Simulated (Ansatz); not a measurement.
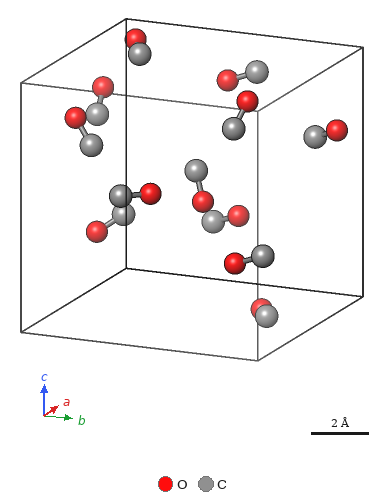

Starting frame of a dynamics run of a periodic cell with 12 CO at 0.729 g/cm³. The picture is a ball-and-stick view of the simulation cell, seen from a free direction.

Computed with DFT r2SCAN, scalar-relativistic, plane waves, PAW (Ansatz).

Input file:
```yaml
accuracy: low
crystal:
  lattice:
    - [9.148165, 0.0, 0.0]
    - [0.0, 9.148165, 0.0]
    - [0.0, 0.0, 9.148165]
  atoms:
    - { symbol: O, position: [0.75140461, 0.20736433, 0.3815744] }
    - { symbol: C, position: [0.74184718, 0.08596908, 0.3612164] }
    - { symbol: O, position: [0.92183829, 0.91882871, 0.67305609] }
    - { symbol: C, position: [0.80489792, 0.8791589, 0.67229191] }
    - { symbol: O, position: [0.4699349, 0.65852509, 0.95984257] }
    - { symbol: C, position: [0.55723156, 0.74304853, 0.9806526] }
    - { symbol: O, position: [0.84199682, 0.52373895, 0.11479728] }
    - { symbol: C, position: [0.93996205, 0.59800897, 0.12778551] }
    - { symbol: O, position: [0.54623802, 0.51994043, 0.43815304] }
    - { symbol: C, position: [0.55556946, 0.48743002, 0.55648077] }
    - { symbol: O, position: [0.11587005, 0.28964909, 0.98125585] }
    - { symbol: C, position: [0.1353568, 0.25637677, 0.86432648] }
    - { symbol: O, position: [0.1530764, 0.24675971, 0.3876232] }
    - { symbol: C, position: [0.19975372, 0.33857369, 0.45600324] }
    - { symbol: O, position: [0.10099268, 0.96565966, 0.1723576] }
    - { symbol: C, position: [0.20668036, 0.93932915, 0.11466883] }
    - { symbol: O, position: [0.93326069, 0.53626751, 0.74272707] }
    - { symbol: C, position: [0.91712723, 0.48509324, 0.63136151] }
    - { symbol: O, position: [0.43392688, 0.03243259, 0.74780065] }
    - { symbol: C, position: [0.44796392, 0.09281077, 0.6406383] }
    - { symbol: O, position: [0.28673454, 0.78515914, 0.47808406] }
    - { symbol: C, position: [0.17768965, 0.72690663, 0.47659395] }
    - { symbol: O, position: [0.645833, 0.19163425, 1.02564337] }
    - { symbol: C, position: [0.73398617, 0.16964579, 0.94179991] }
basis:
  ecutwfc: 500.0
kpoints:
  mp_grid: { grid: [1, 1, 1] }
hamiltonian:
  xc: r2scan
scf:
  occupations: { method: fermi_dirac, width: 0.05 }
  lower_state_search: "off"
md:
  timestep: 1
  n_steps: 60
  ensemble: nvt_langevin
  temperature: 1500.0
  initial_velocities: maxwell_boltzmann
  seed: 555833
  friction: 0.02
```

Run as
```bash
ansatz run input.yaml --threads 2 --pin off --max-ram 5120MiB --backend cpu --events-out ev --progress --plain --runs-dir out
```

Q: Predict how the run goes.

A: Over the second half the temperature averages 1213 K (spread ±105 K). The potential energy in the second half lies on average 29.8 meV per atom above the first frame. Root-mean-square distances from the starting positions over the second half, with the common drift of all atoms taken out: O 0.61 Å, C 0.52 Å. The heavy atoms stay within a fraction of a molecule's size of their starting places; so short a run doesn't tell a liquid from a solid.

Along the run (each row but the first and the last is the mean over the interval that it begins):

```csv
time (fs),potential energy (meV/atom),T (K)
0.0,0.0,1438
7.0,19.9,1384
14.0,21.4,1379
21.0,21.2,1484
28.0,26.1,1360
35.0,33.4,1132
42.0,29.2,1124
49.0,28.0,1223
56.0,33.9,1326
```

The paths of the atoms:

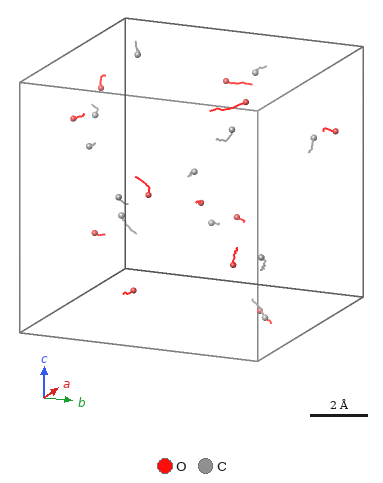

Limits of the set-up: the program's low-accuracy preset was used.

The run took 16 min on 2 threads of Arm Neoverse V2, with other jobs on the host, peak memory 1.3 GiB.
